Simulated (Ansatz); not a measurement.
**O2 (oxygen) at 6 levels**

Aim: a comparison of 6 runs (UHF/STO-3G, U-wB97X/STO-3G, UB2PLYP/STO-3G, UCAM-B3LYP/STO-3G, UPBE0/STO-3G, UCCSDTQ/STO-3G) of O2 (oxygen). 

Program for the calculation: Ansatz 0.2.0.

39 further runs of the same task are left out: 15 that didn't finish, 24 set aside as unsound or not needed.

### Step 1. The structure to begin with

O2: 2 atoms, total charge 0, spin state triplet. As SMILES, `O=O`. The O2–O1 distance was set to 1.815 Å, away from the relaxed value.

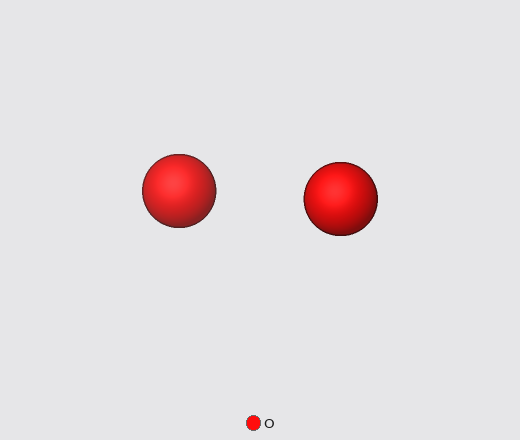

The structure, seen from a chosen angle (oxygen red).

### Step 2. A single-point energy at UHF/STO-3G (run 1)

Input file job.yaml:

```yaml
crystal:
  periodic: [false, false, false]
  atoms:
    - {symbol: O, position_ang: [1.033840, -0.334473, 0.532490]}
    - {symbol: O, position_ang: [-0.516930, 0.167240, -0.266250]}
basis:
  gaussian:
    orbitals: STO-3G
magnetization:
  spin_polarized: true
  initial_magnetization: 2
hamiltonian:
  xc: hf
accuracy: high
```

Started as:

```console
$ ansatz run job.yaml --threads 1 --pin off --max-ram 2610MiB --events-out events.jsonl --progress --plain --runs-dir runs
```

Standard output:

```text
Warning: RAYON_NUM_THREADS=1 ignored (pool sized by the plan → 1); use --threads N
Functional definition: HF
  name "HF"
  exchange = exact_x
  correlation = 0
149 factors; integrals over basis functions are off by at most 4.0e-8 eV
mean field evaluation 1: about -4008.6819 eV, gradient 1.0e0 eV
mean field evaluation 2: about -4008.7026 eV, gradient 9.7e-1 eV
mean field evaluation 4: about -4008.7116 eV, gradient 1.2e-1 eV
mean field evaluation 8: about -4008.7118 eV, gradient 2.6e-6 eV
mean field evaluation 16: about -4009.6145 eV, gradient 5.6e0 eV
mean field evaluation 32: about -4015.4874 eV, gradient 2.4e-6 eV
mean field evaluation 64: about -4008.7116 eV, gradient 1.5e-1 eV
mean field evaluation 96: about -4015.0973 eV, gradient 3.9e0 eV
mean field evaluation 128: about -4013.3656 eV, gradient 7.9e0 eV
mean field evaluation 160: about -4015.5321 eV, gradient 5.9e-2 eV
mean field evaluation 192: about -4008.3373 eV, gradient 1.3e1 eV
mean field -4015.48735510 eV, -147.5664385048 hartree, gradient 1.8e-8 eV, S^2 2.786823; 12 other end points of the search recorded, 0 dependent functions left out
reference -4015.48735510 eV, -147.5664385048 hartree; 9, 7 occupied and 1, 3 virtual orbitals, 149 factors
Total energy: -4015.48735510 eV, -147.5664385048 hartree
```

It took 0.22 s on 1 thread of Arm Neoverse V1, shared host.

### Step 3. A single-point energy at U-wB97X/STO-3G (run 2)

Input file molecule.yaml:

```yaml
crystal:
  periodic: [false, false, false]
  atoms:
    - symbol: O
      position_ang: [1.033840, -0.334473, 0.532490]
    - symbol: O
      position_ang: [-0.516930, 0.167240, -0.266250]
basis:
  gaussian:
    orbitals: STO-3G
accuracy: high
hamiltonian:
  xc: {name: wB97X}
magnetization:
  spin_polarized: true
  initial_magnetization: 2
```

Started as:

```console
$ ansatz run molecule.yaml --threads 1 --pin off --max-ram 2610MiB --events-out events.jsonl --progress --plain --runs-dir runs
```

Standard output, shortened:

```text
Warning: RAYON_NUM_THREADS=1 ignored (pool sized by the plan → 1); use --threads N
Functional definition: wB97X
  name "wB97X"
[...]
      + exact_x_lr(omega)
[...]
      + integral(e_c_pw_opposite_spin*poly(b97_u_opposite, 1, cos1, cos2, cos3, cos4))
149 factors; integrals over basis functions are off by at most 4.0e-8 eV
85 factors; integrals over basis functions are off by at most 5.3e-10 eV
[...]
mean field -4029.86536632 eV, -148.0948206716 hartree, gradient 2.4e-8 eV, S^2 2.222565; 8 other end points of the search recorded, 0 dependent functions left out
reference -4029.86536592 eV, -148.0948206567 hartree; 9, 7 occupied and 1, 3 virtual orbitals, 149 factors
Total energy: -4029.86536592 eV, -148.0948206567 hartree
```

Run time: 7.5 s. Hardware: 1 thread of Arm Neoverse V1, shared host; peak memory 0.21 GiB.

Runs 3 to 5 aren't shown in full; the table further down has their settings and results.

### Step 4. A single-point energy at UCCSDTQ/STO-3G (run 6)

Input file in.yaml:

```yaml
crystal:
  periodic: [false, false, false]
  atoms:
    - symbol: O
      position_ang: [1.033840, -0.334473, 0.532490]
    - symbol: O
      position_ang: [-0.516930, 0.167240, -0.266250]
basis:
  gaussian: {orbitals: STO-3G}
total_charge: 0
accuracy: high
scf: {omitted_lower_state_checks: [cluster_reference, increment]}
magnetization: {spin_polarized: true, initial_magnetization: 2}
correlation: {method: ccsdtq, frozen_orbitals: {O: 1}}
```

Started as:

```console
$ ansatz run in.yaml --threads 1 --pin off --max-ram 2610MiB --events-out events.jsonl --progress --plain --runs-dir runs
```

Standard output:

```text
Warning: RAYON_NUM_THREADS=1 ignored (pool sized by the plan → 1); use --threads N
[... 20 lines left out ...]
2 core orbitals not correlated: weight in the atoms' cores, before any rotation towards them, 1.000 or more for the frozen orbitals, at most 0.000 for the correlated occupied ones
[... 93 lines left out ...]
WARN: these amplitudes may be one of several solutions (largest doubles amplitude 0.86, level shift 0.00 eV)
Total energy: -4017.37558252 eV, -147.6358295825 hartree
Checks for a lower state left out: cluster_reference, increment
```

Run time: 15 s. Hardware: 1 thread of Arm Neoverse V1, shared host; peak memory 0.095 GiB.

### Step 5. Overview of the runs

| run | level | frozen core orbitals | energy (Eh) | ⟨S²⟩ | wall time |
| --- | --- | --- | --- | --- | --- |
| 1 | UHF/STO-3G | – | -147.566439 | 2.787 | 0.22 s |
| 2 | U-wB97X/STO-3G | – | -148.094821 | 2.223 | 7.5 s |
| 3 | UB2PLYP/STO-3G | 2 | -147.937536 | 2.558 | 2.4 s |
| 4 | UCAM-B3LYP/STO-3G | – | -148.049613 | 2.187 | 2.1 s |
| 5 | UPBE0/STO-3G | – | -147.983876 | 2.159 | 1.9 s |
| 6 | UCCSDTQ/STO-3G | 2 | -147.635830 | 2.787 | 15 s |

### Step 6. What came out

| quantity | value |
| --- | --- |
| run 6: total energy | -147.63583 Eh |
| run 6: correlation energy (2 core orbitals frozen) | -69.4 mEh |
| run 6: ⟨S²⟩ of the reference determinant | 2.787 |
| run 6: T1 diagnostic | 0.117 |

In words: Totals of different functionals can't be ranked against each other. In runs 1, 2, 3, 4, 5, 6 the basis is minimal, so the values are rough. Spin contamination of the reference: run 1 ⟨S²⟩ = 2.79, run 6 ⟨S²⟩ = 2.79, run 3 ⟨S²⟩ = 2.56, run 2 ⟨S²⟩ = 2.22, run 4 ⟨S²⟩ = 2.19, run 5 ⟨S²⟩ = 2.16. Where it is this large, the reference is a mixture of spin states, and values that rest on it are in doubt. All runs together took 29 s, the longest 15 s.
